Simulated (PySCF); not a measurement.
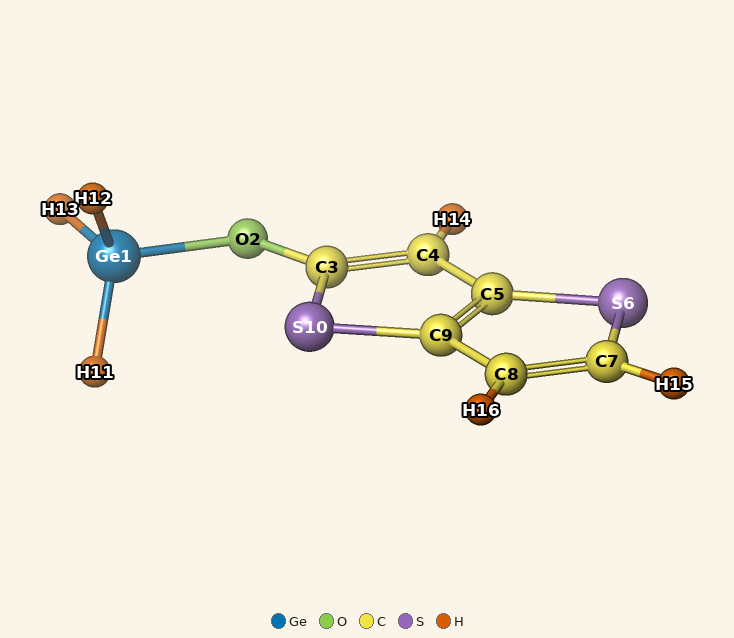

Depth is shown by fading: the farther an atom, the more it takes the colour of the background. The geometry was computed by an optimisation with PBE0-D3(BJ)/def2-SVP. No frequency run is at hand to confirm it as a minimum.

### What is the conformation of the ring C3–C4–C5–C9–S10?

It is planar. The Cremer–Pople amplitude Q is 0.00 Å.

### Give the torsion angles round the ring, beginning with the bond from its second to its third atom.

0°, 0°, 0°, 0°, 0°.
